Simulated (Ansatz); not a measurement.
The reference is NiSi2 (space group Fm-3m, No. 225; a = 5.387 Å; non-magnetic). Axes: x, y, z lie along the cube axes.

Structures relaxed with Ansatz (a program for electronic structure), r2SCAN, PAW, cutoff 500 eV, without spin-orbit coupling.

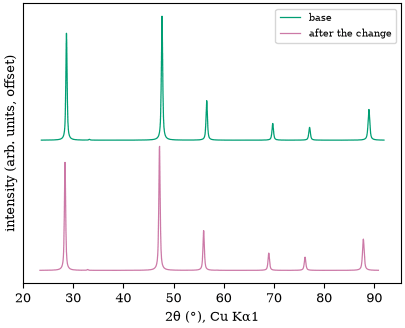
Figure: Simulated powder patterns before (top) and after one change

Task: Name the change that was made.
A. isotropic strain −0.97 %
B. uniaxial stress, 1 GPa tension along z
C. isotropic strain +1.00 %
D. isotropic strain −1.33 %

Result: C, isotropic strain +1.00 %. Its volume per atom is 13.42 Å³ against 13.03 Å³, and its space group is Fm-3m (No. 225).

Stability under load was not tested beyond the relaxation. Seeded moments were not kept for the base. The final runs are not spin-polarised.
